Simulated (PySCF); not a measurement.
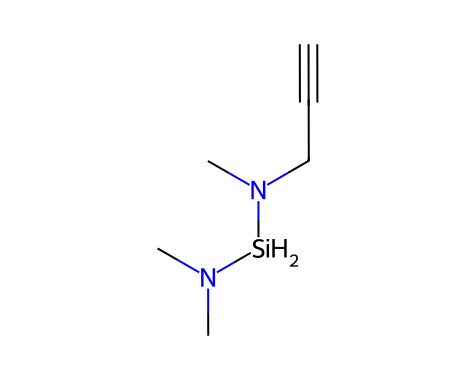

The geometry was computed by an optimisation with GFN2-xTB. No frequency run is at hand to confirm it as a minimum. Properties computed with PBE0/pcSseg-1, gas phase (PySCF 2.14.0).

Q: Estimate the HOMO energy (Kohn–Sham orbital).

A: −6.33 eV.

Q: Estimate the dipole moment.

A: 0.91 D.

Q: What is the HOMO–LUMO gap?

A: 7.27 eV.

The geometry is semi-empirical. Around Si such bond lengths and angles can be off by a tenth of an ångström or more and by several degrees, and values that hang on the shape move with them.
